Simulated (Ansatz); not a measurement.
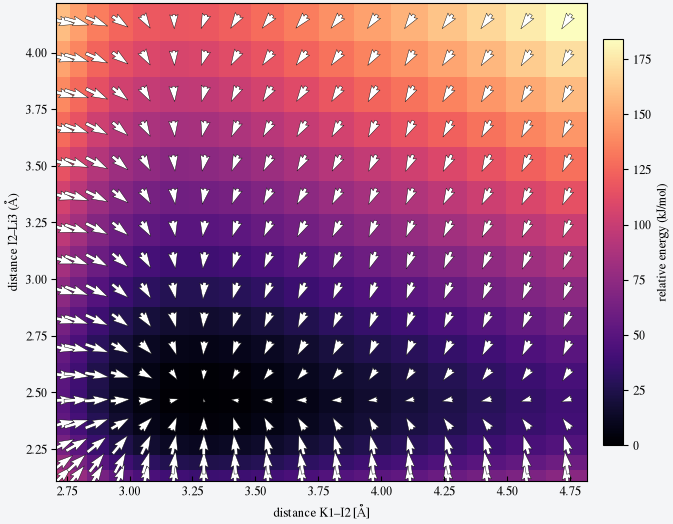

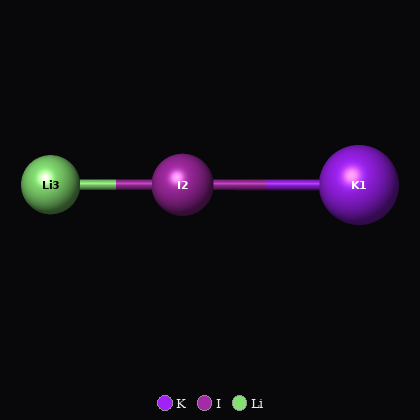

Energy landscape of the system K⁺ + ILi. Coordinates scanned: (1) distance K1–I2; (2) distance I2–Li3. Nothing is relaxed (the angle K1–I2–Li3 is fixed at 180 degrees). The grid has 17 × 17 points. Energies: kJ/mol, counted from the lowest grid point. The D4 coefficients can switch as the alkali atoms part, which puts small steps into the map. Computed with RKS PBE0-D4/def2-SVPD in Ansatz.

In the figure: one coloured cell a grid point, arrows along the force (downhill), their lengths compressed. The second picture is the structure at the lowest point.

Q: What does the map say about the system?

A: The lowest grid point is at distance K1–I2 = 3.295 Å, distance I2–Li3 = 2.466 Å. The highest grid point, distance K1–I2 = 4.736 Å, distance I2–Li3 = 4.136 Å, lies 184 kJ/mol above the lowest.

Time for the 289 points that were run: 34 min on 1 thread of Arm Neoverse N1, on a shared host.
